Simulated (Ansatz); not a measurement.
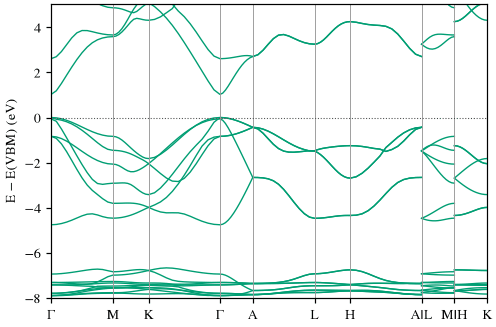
Figure: Band structure from the program Ansatz at the LDA level (PAW)

Q: Read off the gap and where the band edges lie.

A: About 1.0 eV (1.03 eV by a search for the band edges); maximum at Γ, minimum at Γ.

The material is CdS (wurtzite, P6_3mc).

The LDA relaxation kept the symmetry of its start; phonons on a q-mesh show no instability. Spin–orbit coupling is left out wherever it is not named.

Potentials: the later of the program's two PAW sets.
